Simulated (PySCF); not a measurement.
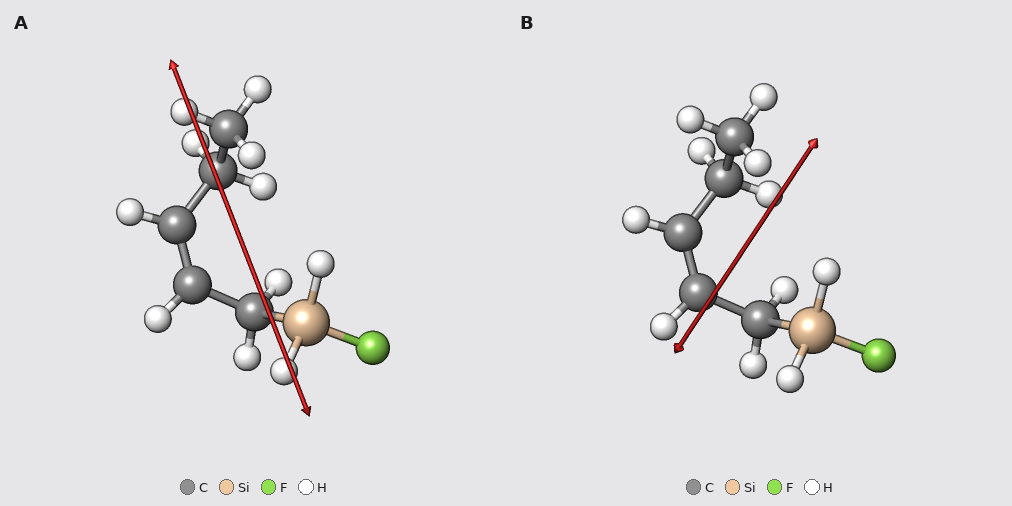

The double arrows show the directions of two transition dipoles from the ground state (lengths mean nothing). The geometry was computed by an optimisation with GFN2-xTB. No frequency run is at hand to confirm it as a minimum. Level of theory: TDDFT CAM-B3LYP/def2-SVPD, vertical, gas phase, core orbitals frozen in the response (PySCF 2.14.0).

> One belongs to singlet state 3 and one to singlet state 5. Which is which?

A: state 3, 7.05 eV (176 nm), oscillator strength 0.24, mainly HOMO → LUMO+2 (weight 0.83).
B: state 5, 7.66 eV (162 nm), oscillator strength 0.020, mainly HOMO → LUMO+4 (weight 0.54).

The geometry is semi-empirical. Around Si such bond lengths and angles can be off by a tenth of an ångström or more and by several degrees, and values that hang on the shape move with them.
